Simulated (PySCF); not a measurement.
# C3H7S, doublet, SMILES `C[CH]SC`: electronic structure

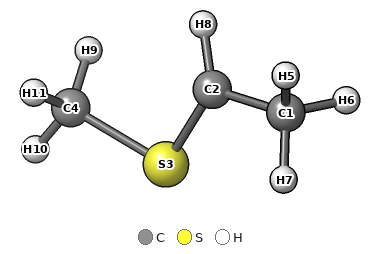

The molecule, with its atoms numbered as below. No frequency check shows the geometry to be a minimum.

Coordinates in Å:

```
C1       2.1846    0.0781    0.0811
C2       0.7814    0.5300   -0.0570
S3      -0.4903   -0.6244   -0.0497
C4      -1.9277    0.4855    0.0846
H5       2.7713    0.8358    0.6034
H6       2.6647   -0.0890   -0.8904
H7       2.2271   -0.8533    0.6414
H8       0.5685    1.4694   -0.5402
H9      -1.9488    1.1516   -0.7728
H10     -2.8144   -0.1392    0.0946
H11     -1.8541    1.0537    1.0070
```

Part 1: Bonding charge

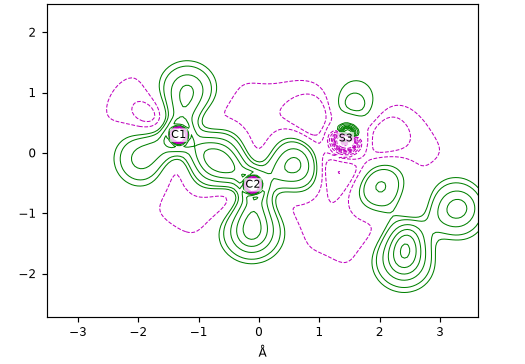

Deformation density (molecule less spherical, spin-averaged free atoms) in the plane of C1, C2 and S3; contours at ±0.05 to ±0.8 e/Å³; solid green lines: gain, dashed magenta lines: loss.

Level of theory: B3LYP/def2-SVP (PySCF), at a geometry from GFN2-xTB. The stability of the open-shell solution wasn't checked. GFN2-xTB doesn't know the spin state, so this open-shell geometry is rough.

How much density has each bond in this plane gained at its critical point, relative to the free atoms?

Answer. C1–C2: +0.48 e/Å³ at the bond critical point (bond length 1.48 Å, Mayer order 1.1). C2–S3: +0.32 e/Å³ at the bond critical point (bond length 1.72 Å, Mayer order 1.2). In all, 2.3 electrons gather in the regions of gain relative to the promolecule.

Where do the Hirshfeld charges lie?

Answer. The highest Hirshfeld charge is on H10 (+0.05 e), the lowest on C1 (−0.12 e).

Part 2: Bond critical points

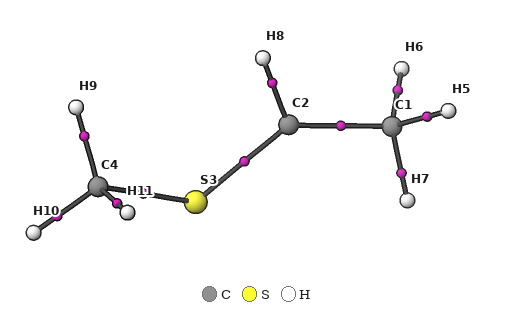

Molecular graph of the electron density (QTAIM): bond paths, bond critical points (magenta), ring points (cyan, if any); weak paths are dashed.

How many critical points of each kind are there, and does the count close?

Answer. 11 nuclei, 10 bond, 0 ring and 0 cage critical points: 11 − 10 + 0 − 0 = 1, as the Poincaré–Hopf relation requires.

What does the calculation give at each kind of bond critical point?

Answer.
```json
{"bond": "C2–H8", "length (Å)": "1.078", "ρ (a.u.)": "0.281", "∇²ρ (a.u.)": "−1.04", "ε": "0.06", "H (a.u.)": "−0.307"}
{"bond": "C4–H11", "length (Å)": "1.086", "ρ (a.u.)": "0.281", "∇²ρ (a.u.)": "−1.07", "ε": "0.01", "H (a.u.)": "−0.307"}
{"bond": "C4–H10", "length (Å)": "1.085", "ρ (a.u.)": "0.280", "∇²ρ (a.u.)": "−1.06", "ε": "0.01", "H (a.u.)": "−0.307"}
{"bond": "C4–H9", "length (Å)": "1.086", "ρ (a.u.)": "0.280", "∇²ρ (a.u.)": "−1.06", "ε": "0.01", "H (a.u.)": "−0.305"}
{"bond": "C1–H7", "length (Å)": "1.088", "ρ (a.u.)": "0.278", "∇²ρ (a.u.)": "−1.03", "ε": "0.00", "H (a.u.)": "−0.300"}
{"bond": "C1–H5", "length (Å)": "1.091", "ρ (a.u.)": "0.274", "∇²ρ (a.u.)": "−1.00", "ε": "0.00", "H (a.u.)": "−0.294"}
{"bond": "C1–H6", "length (Å)": "1.096", "ρ (a.u.)": "0.270", "∇²ρ (a.u.)": "−0.97", "ε": "0.01", "H (a.u.)": "−0.286"}
{"bond": "C1–C2", "length (Å)": "1.481", "ρ (a.u.)": "0.261", "∇²ρ (a.u.)": "−0.61", "ε": "0.07", "H (a.u.)": "−0.219"}
{"bond": "C2–S3", "length (Å)": "1.718", "ρ (a.u.)": "0.216", "∇²ρ (a.u.)": "−0.48", "ε": "0.23", "H (a.u.)": "−0.185"}
{"bond": "S3–C4", "length (Å)": "1.821", "ρ (a.u.)": "0.180", "∇²ρ (a.u.)": "−0.32", "ε": "0.08", "H (a.u.)": "−0.126"}
```

What kind of interaction is C1–H7?

Answer. Shared-shell (covalent): ρ = 0.278, ∇²ρ = −1.03, H = −0.300 a.u.

Part 3: Electrostatic potential

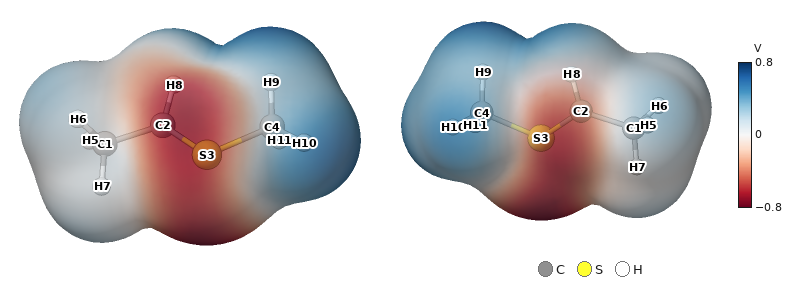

Electrostatic potential on the surface of electron density 0.001 a.u. (back view left, front view right).

Where are the extremes of the potential on the surface?

Answer. Highest: 0.65 V, 1.3 Å from H10. Further maxima include 0.51 V, 1.4 Å from H11; 0.34 V, 1.4 Å from H5. Lowest: −0.80 V, 2.2 Å from S3. The surface is sampled at points, so like sites can differ by a few per cent and only the strongest of them is named.

Part 4: Spin density

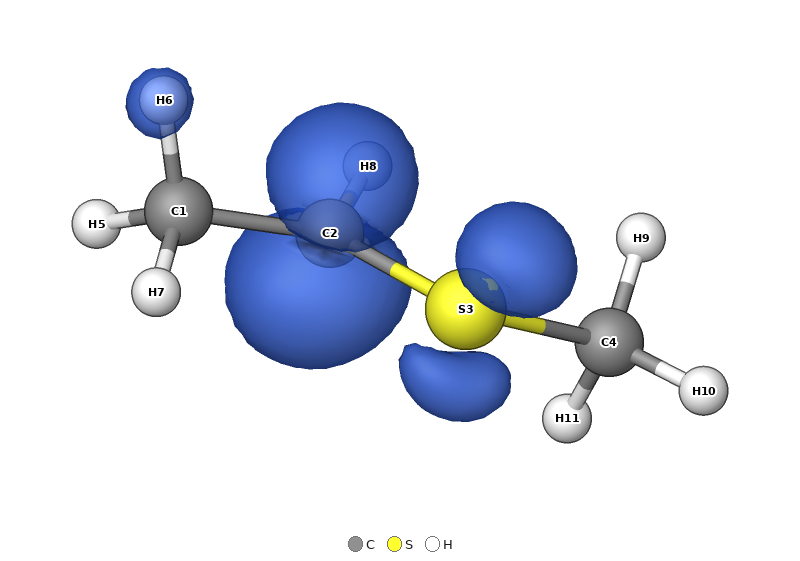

Spin density ρα − ρβ at ±0.05 e/Å³ (blue: excess α, red: excess β).

How is the spin shared among the atoms?

Answer. Hirshfeld spin populations: C2 +0.59, S3 +0.22, C1 +0.04 and H8 +0.04. ⟨S²⟩ = 0.75, as for a pure state.

Part 5: In an electric field

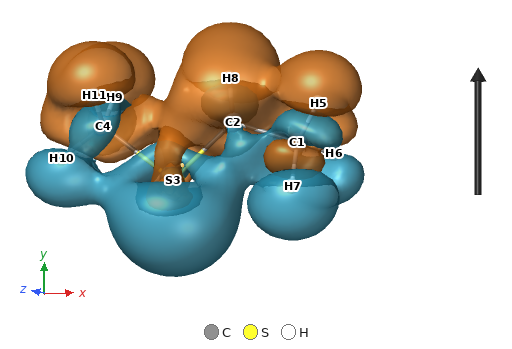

Change of the electron density in a uniform field of 0.26 V/Å along +y (arrow), surfaces at ±0.001 e/Å³ (light blue: gain, orange: loss).

Computed with PySCF, PBE0/def2-SVPD, geometry: GFN2-xTB. The stability of the open-shell solution wasn't checked. GFN2-xTB doesn't know the spin state, so this open-shell geometry is rough.

The field was applied in both directions; the picture shows the one opposite to the script's first.

What dipole is induced, and what polarisability does it imply?

Answer. The induced dipole is 0.72 D (along the field); α along this axis, from the fields in both directions, is 56 bohr³ (8.3 Å³).

The PySCF runs shown took 15 s and 65 s on 1 thread of Intel(R) Xeon(R) Platinum 8375C CPU @ 2.90GHz (Ice Lake) (shared host).
